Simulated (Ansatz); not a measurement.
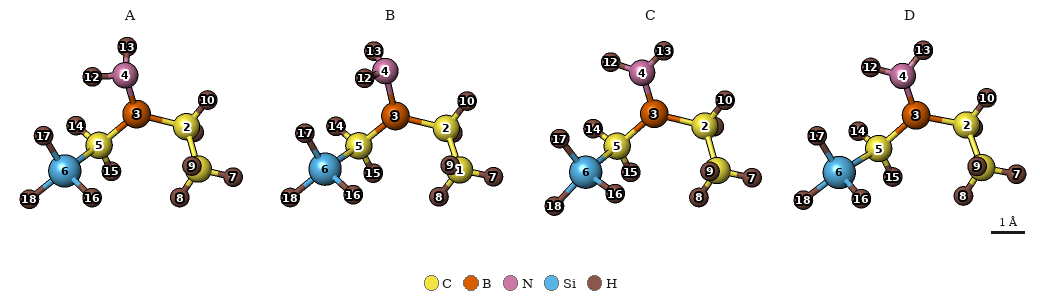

4 geometries from one relaxation of C3H12BNSi, in shuffled order. The picture is a ball-and-stick view, seen face on.

The run prepares an end point of a later path (inversion) calculation, from a guessed geometry.

These are results of RKS B3LYP/6-31G* in Ansatz, not measurements. Settings: no spin polarisation; force threshold 0.015 eV/Å; at most 40 steps.

### Order the frames from highest to lowest energy.

B, A, D, C. They are steps 0, 3, 7, 19, at +38.2 kcal/mol, +18.7 kcal/mol, +1.91 kcal/mol relative to the last. The largest move after the best rigid fit is that of an H atom, 1.21 Å. Largest moves by element: H 1.21 Å, N 0.27 Å, Si 0.12 Å, C 0.12 Å, B 0.08 Å. Near-neighbour distances that change, for instance: B–N 1.593 → 1.407 Å, C–H 1.140 → 1.097 Å, H–N 0.971 → 1.011 Å, B–C 1.558 → 1.590 Å. Among the angles between lasting bonds that change: B–N–H 107.0° → 123.9°, B–N–H 106.8° → 122.9°, H–C–H 113.7° → 107.4°. After 19 geometry steps the energy has fallen by 38.2 kcal/mol. Largest force component: 4.4 eV/Å at the start, 0.0093 eV/Å at the end. The run took 78 s on 2 threads of Arm Neoverse V2, with other jobs on the host, peak memory 0.3 GiB.
